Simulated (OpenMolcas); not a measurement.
# One shape, several levels: SiNH3ClO (SMILES [NH][SiH](O)Cl)

We compute a comparison of 6 runs (UHF/3-21G, UB3LYP/6-31G*, UPBE/def2-SVP, UPBE0/def2-SVP, UTPSS/def2-SVP, ROMP2/def2-SVP) of SiNH3ClO. 

The calculation is run with OpenMolcas 26.06.

## Step 1: The molecule

SiNH3ClO has 7 atoms, charge 0, and is taken as a doublet. As SMILES, `[NH][SiH](O)Cl`. The shape is that of a PBE0-D4/def2-TZVP optimisation. This is one conformer, not always the lowest.

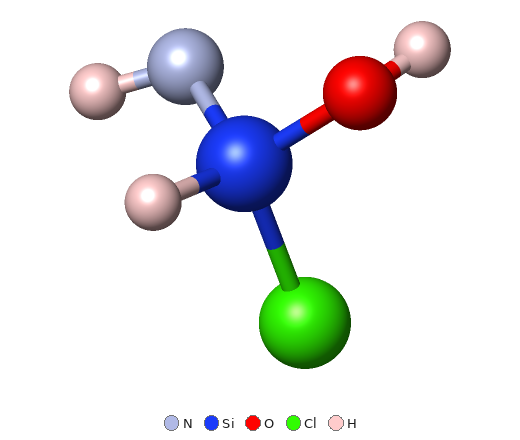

The structure, seen from a chosen angle (nitrogen light blue, silicon blue, oxygen red, chlorine green, hydrogen pink).

## Step 2: Energy and forces at UHF/3-21G (run 1)

geom.xyz

```xyz
7

N     -0.309900     1.111500    -0.879100
Si    -0.073900    -0.114300     0.330400
O      1.465600    -0.630300     0.304800
Cl    -1.390000    -1.593900    -0.221000
H     -1.151500     1.677300    -0.756300
H     -0.348600     0.280200     1.724700
H      1.869600    -0.798400    -0.549200
```

mol.inp

```
* ClH3NOSi Hartree-Fock

&GATEWAY
  BasLib=$CurrDir
  Coord=geom.xyz
  Basis=3-21G
  Group=NoSym

&SEWARD

&SCF
  UHF
  Spin=2
  Thresholds=1e-10 1e-07 1e-07 1e-05
  PrOrbitals=1 2

&ALASKA
```

The basis set 3-21G is read from a file made from the Basis Set Exchange's data (not shown).

Started as:

```
$ export MOLCAS_MEM=1860
$ pymolcas mol.inp > mol.log
```

What it wrote:

```text
--- Start Module: gateway ---
[...]
--- Stop Module: gateway /rc=_RC_ALL_IS_WELL_ ---
[...]
      Basis functions           50
[...]
--- Start Module: scf ---
[...]
       Convergence after  24 Iterations
[...]
::    Total SCF energy                               -875.0853731614
[...]
      Total spin, S                                     0.5032047415
[...]
      Total electronic charge=   49.000000
      Total            charge=   -0.000000
[...]
      Dipole Moment (debye):
      Origin of the operator (angstrom)=   -0.3251   -0.5448   -0.0573
                   X=  4.4516E-02               Y=  2.1604E+00               Z=  1.3864E-01           Total=  2.1653E+00
      Quadrupole Moment (debye*angstrom):
[...]
--- Stop Module: scf /rc=_RC_ALL_IS_WELL_ ---
[...]
--- Start Module: alaska ---
[...]
 *              Molecular gradients               *
 **************************************************
  Irreducible representation: a
 ------------------------------------------------------------------------------------------
                              X                       Y                       Z
 ------------------------------------------------------------------------------------------
  N1                1.11966903367047E-02   -2.11136523263047E-02    1.17876925381921E-02
  SI2              -1.01797035058928E-02   -1.78025204588490E-02   -4.32110048867163E-02
  O3               -1.61215614711203E-02    6.97673827622625E-03    7.79420622590621E-03
  CL4               2.83286214891589E-02    3.14541029847284E-02    9.90845761004344E-03
  H5               -2.18000926670259E-03   -4.52598587568165E-03    8.17306247024302E-03
  H6                2.25673895058953E-03    1.23126240542248E-03    4.36674861691611E-03
  H7               -1.33007765328061E-02    3.78005499448597E-03    1.18083742537767E-03
 ------------------------------------------------------------------------------------------
--- Stop Module: alaska /rc=_RC_ALL_IS_WELL_ ---
[...]
```

Run time: 5.7 s. Hardware: 1 thread of AMD EPYC 7R43 (Zen 3), shared host; peak memory 0.38 GiB.

## Step 3: Energy and gradient at UB3LYP/6-31G(d) (spherical functions) (run 2)

calc.inp

```
* ClH3NOSi Kohn-Sham DFT
>>> EXPORT MOLCAS_PRINT=2
&GATEWAY
BasLib=$CurrDir
Coord
7
angstrom
N       -0.309900       1.111500      -0.879100
Si      -0.073900      -0.114300       0.330400
O        1.465600      -0.630300       0.304800
Cl      -1.390000      -1.593900      -0.221000
H       -1.151500       1.677300      -0.756300
H       -0.348600       0.280200       1.724700
H        1.869600      -0.798400      -0.549200
Basis=6-31Gs
Group=NoSym
&SEWARD
GridInput
Grid=UltraFine
End of Grid
&SCF
UHF
Spin=2
KSDFT=B3LYP
Thresholds=1e-10 1e-07 1e-07 1e-05
PrOrbitals=1
&ALASKA
```

The basis set 6-31G* is read from a file made from the Basis Set Exchange's data (not shown).

Started as:

```
$ export MOLCAS_MEM=1860
$ pymolcas calc.inp > calc.log
```

What it wrote:

```text
--- Start Module: gateway ---
[...]
--- Stop Module: gateway /rc=_RC_ALL_IS_WELL_ ---
[...]
      Basis functions           70
[...]
--- Start Module: scf ---
[...]
       Convergence after  19 Iterations
[...]
::    Total KS-DFT energy                            -881.4998054995
[...]
      Total spin, S                                     0.5014775430
[...]
      Total electronic charge=   49.000000
      Total            charge=   -0.000000
[...]
      Dipole Moment (debye):
      Origin of the operator (angstrom)=   -0.3251   -0.5448   -0.0573
                   X=  1.5526E-02               Y=  1.1910E+00               Z= -1.1766E-01           Total=  1.1969E+00
      Quadrupole Moment (debye*angstrom):
[...]
--- Stop Module: scf /rc=_RC_ALL_IS_WELL_ ---
[...]
--- Start Module: alaska ---
[...]
 *              Molecular gradients               *
 **************************************************
  Irreducible representation: a
 ------------------------------------------------------------------------------------------
                              X                       Y                       Z
 ------------------------------------------------------------------------------------------
  N1               -1.94960258263355E-03   -2.66459616095993E-03    5.17650813087656E-03
  SI2               4.48627246793237E-03   -6.51044799825229E-03   -6.42092863808763E-03
  O3               -8.95745756837840E-03    2.77849012706977E-03   -8.08528411049547E-03
  CL4               6.73380911743848E-03    7.40427032463131E-03    2.12892239317686E-03
  H5                3.31788541695888E-03   -2.98825914813783E-03    1.60610115939055E-04
  H6                1.06099454745490E-04    6.39849779228596E-04   -7.50656376182768E-04
  H7               -3.73700630599449E-03    1.34069307647455E-03    7.79082848477053E-03
 ------------------------------------------------------------------------------------------
--- Stop Module: alaska /rc=_RC_ALL_IS_WELL_ ---
[...]
```

Wall time 50 s (1 thread of AMD EPYC 7R43 (Zen 3), shared host); peak memory 0.41 GiB.

Runs 3 to 5 aren't shown in full; the table further down has their settings and results.

## Step 4: A single-point energy at ROMP2/def2-SVP (run 6)

mol.input

```
* ClH3NOSi ROMP2
>>> EXPORT MOLCAS_PRINT=2

&GATEWAY
  BasLib = $CurrDir
  Coord
  7
  bohr
  N     -0.58562613     2.10043059    -1.66125824
  Si    -0.13965076    -0.21599570     0.62436551
  O      2.76958261    -1.19109438     0.57598852
  Cl    -2.62671931    -3.01203447    -0.41762947
  H     -2.17601963     3.16963763    -1.42919987
  H     -0.65875853     0.52950126     3.25921065
  H      3.53303196    -1.50875734    -1.03783759
  Basis = def2-SVP
  Group = NoSym

&SEWARD

&SCF
  UHF
  Spin = 2
  Thresholds = 1e-10 1e-07 1e-07 1e-05
  PrOrbitals = 1 1

&RASSCF
  FileOrb = $Project.UnaOrb
  Spin = 2
  Nactel = 1 0 0
  Inactive = 24
  Ras2 = 1
  OutOrbitals = Canonical
  OrbListing = Nothing

&CASPT2
  IPEA = 0.0
  Frozen = 12
```

The basis set def2-SVP is read from a file made from the Basis Set Exchange's data (not shown).

Started as:

```
$ export MOLCAS_MEM=1860
$ pymolcas mol.input > mol.log
```

What it wrote:

```text
--- Start Module: gateway ---
[...]
--- Stop Module: gateway /rc=_RC_ALL_IS_WELL_ ---
[...]
      Basis functions           79
[...]
       Convergence after  22 Iterations
[...]
::    Total SCF energy                               -879.2271941449
[...]
      Total spin, S                                     0.5036008763
[...]
--- Start Module: rasscf ---
[...]
      Number of active orbitals                  1
[...]
      Spin quantum number                      0.5
[...]
      Active orbitals                            1
[...]
      Number of CSFs                             1
[...]
      Number of root(s) required                 1
[...]
      Convergence after  8 iterations
[...]
      printout of CI-coefficients larger than  0.05 for root  1
      energy=    -879.223300
      conf/sym  1     Coeff  Weight
             1  u   1.00000 1.00000
      Natural orbitals and occupation numbers for root  1
      sym 1:   1.000000
      ************************************************************************************************************************
      *                                                    Final results                                                     *
[...]
::    RASSCF root number  1 Total energy:   -879.22329993
[...]
      Total electronic charge=   49.000000
      Total            charge=   -0.000000
[...]
      Dipole Moment (debye):
      Origin of the operator (angstrom)=   -0.3251   -0.5448   -0.0573
                   X= -1.9429E-01               Y=  1.2668E+00               Z= -1.2972E-01           Total=  1.2881E+00
      Quadrupole Moment (debye*angstrom):
[...]
--- Stop Module: rasscf /rc=_RC_ALL_IS_WELL_ ---
[...]
--- Start Module: caspt2 ---
[...]
 ###    WARNING: User changed nr of frozen orbitals.                         ###
 ###############################################################################
[...]
      E2 (Variational):          -0.5501964742
      Total energy:            -879.7734963995
[...]
      Reference weight:           0.85154
[...]
::    CASPT2 Root  1     Total energy:   -879.77349640
[...]
--- Stop Module: caspt2 /rc=_RC_ALL_IS_WELL_ ---
[...]
```

It took 18 s on 1 thread of AMD EPYC 7R43 (Zen 3), shared host; peak memory 0.44 GiB.

## Step 5: Overview of the runs

```tsv
run	level	integration grid	task	energy (Eh)	dipole moment (D)	HOMO energy (eV)	LUMO energy (eV)	wall time
1	UHF/3-21G	–	gradient	-875.085373	2.17	-11.65	1.71	5.7 s
2	UB3LYP/6-31G* (spherical functions)	UltraFine	gradient	-881.499805	1.20	-7.87	-3.99	50 s
3	UPBE/def2-SVP	UltraFine	gradient	-880.687982	0.81	-6.46	-4.94	57 s
4	UPBE0/def2-SVP	UltraFine	gradient	-880.762120	1.04	-8.08	-3.52	54 s
5	UTPSS/def2-SVP	UltraFine	energy	-881.235583	0.92	-6.66	-4.64	77 s
6	ROMP2/def2-SVP	–	energy	-879.773496	–	–	–	18 s
```

## Step 6: Summary of results

```
           quantity          value
run 6: total energy  -879.77350 Eh
```

What this shows: Over runs 1, 2, 3, 4, 5 the dipole moment (its size) runs from 0.81 D (UPBE/def2-SVP) to 2.17 D (UHF/3-21G). The two ends differ in method and basis. Totals of different functionals can't be ranked against each other. All runs together took 4.4 min, the longest 77 s.
